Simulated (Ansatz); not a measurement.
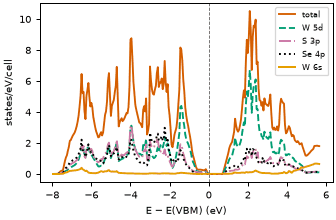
Fig. 1. Total and projected density of states of WSeS in space group P-3m1 (No. 164; W on 2d, Se on 2d, S on 2d), LDA (plane waves, PAW; program Ansatz)

**Question.** Which orbitals carry the states next to the gap?

**Answer.** Top 1 eV of the valence band: W 5d 62 %, S 3p 22 %, Se 4p 11 %. Bottom 1 eV of the conduction band: W 5d 61 %, Se 4p 19 %, S 3p 10 %, outside the projected shells 5 %. Projections are on Löwdin-orthogonalised atomic valence shells; empty p or d shells of many metals are not among them.

**Question.** Where is the tallest occupied peak in this window, and what makes it?

**Answer.** Near -3.9 eV, about 8.8 states/eV per cell; the largest projected share is W 5d.

The workflow started from a Materials Project entry (that database holds measured and hypothetical structures alike); the Crystallography Open Database copy checked does not list it. Whether it is the stable phase at ambient conditions was not checked. The LDA relaxation kept the symmetry of its start; its stability against distortions is not shown here. The run is not spin-polarised. A crystal of weakly bound layers computed without a dispersion correction: the cell and the soft elastic constants depend strongly on that. Spin–orbit coupling is left out wherever it is not named.

Potentials: the later of the program's two PAW sets.
